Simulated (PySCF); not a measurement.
```xyz
5

Na   -2.7312   -1.1399   -1.9018
N    -1.2833   -2.0299   -0.2950
H    -0.4171   -2.3900   -0.6883
H    -0.9945   -1.3607    0.4144
H    -1.6838   -2.8089    0.2222
```

Geometry: PBE0-D3(BJ)/def2-TZVPD.

The calculation used PySCF, wB97M-D3(BJ)/def2-TZVPD, SCF density, gas phase.

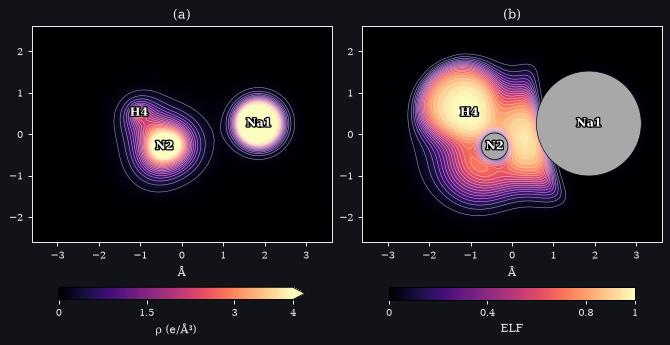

H$_{3}$NNa (charge +1). (a) total electron density; (b) ELF on the plane of atoms Na1, N2 and H4. Grey discs cover the atomic cores in the ELF map.

### Read the bonding off the picture.

The section cuts through Na, N and H sites. Na–N (2.34 Å): ρ is about 0.22 e/Å³ halfway; the ELF peaks at about 0.95 in the valence shell of N, 0.7 Å from its nucleus, and is about 0.35 at the midpoint. N–H (1.02 Å): ρ is about 2.9 e/Å³ halfway; the ELF climbs to about 1 towards the hydrogen, as it does in any bond to H; an ordinary covalent bond to hydrogen.
